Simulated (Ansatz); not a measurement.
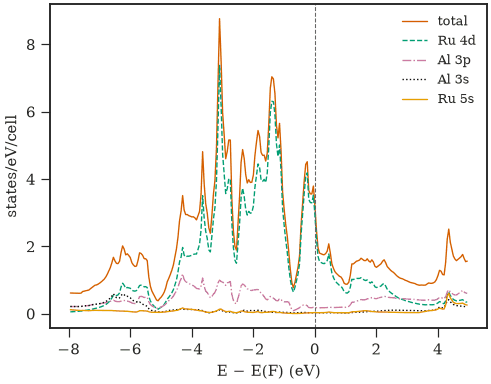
Total and projected density of states of AlRu in space group Cmcm (No. 63; Al on 4c, Ru on 4c), DFT-r²SCAN in the program Ansatz with PAW potentials

### Question
Which orbitals carry the states next to the Fermi level?

### Answer
Within 0.5 eV of the Fermi level: Ru 4d 90 %, Al 3p 7 %. Projections are on Löwdin-orthogonalised atomic valence shells; empty p or d shells of many metals are not among them.

### Question
Where is the tallest occupied peak in this window, and what makes it?

### Answer
Near -3.1 eV, about 8.8 states/eV per cell; the largest projected share is Ru 4d.

The start of the workflow was typed in or built on a structure type; neither database checked (COD, Materials Project) lists it. COD files the formula under space group No. 221, so this cell is another polymorph or a model. Whether it is the stable phase at ambient conditions was not checked. The r²SCAN relaxation kept the symmetry of its start; its stability against distortions is not shown here. The run is not spin-polarised. Spin–orbit coupling is left out wherever it is not named.

Potentials: the earlier of the program's two PAW sets.
